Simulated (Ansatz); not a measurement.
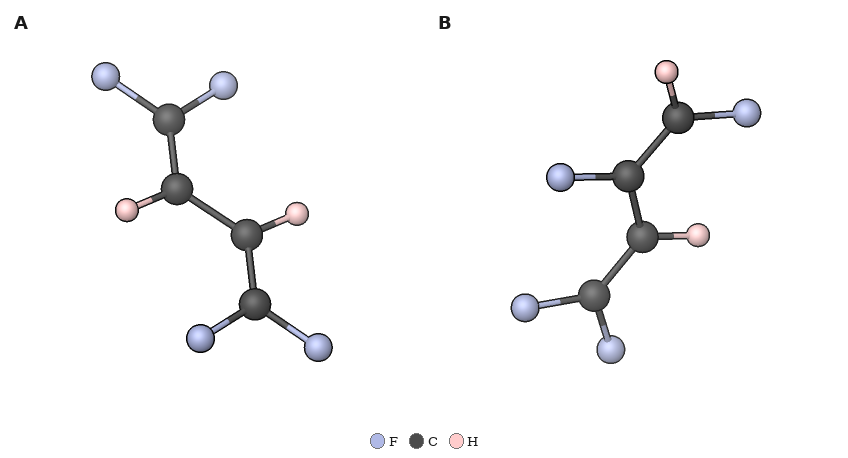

2 stationary structures of one formula. Geometries: PBE-D4/def2-SVP. Electronic energies: PBE-D4/def2-SVP (Ansatz 0.2.0), without zero-point energy. No frequency run is at hand to confirm each as a minimum. Each is one conformer, not always the lowest.

**Are they conformers, stereoisomers or constitutional isomers?**

They are constitutional isomers of C4H2F4: A `FC(F)=CC=C(F)F`, B `F/C=C(/F)C=C(F)F`.

**Which structure is the most stable?**

A is lowest; B lies 9.4 kcal/mol above it.
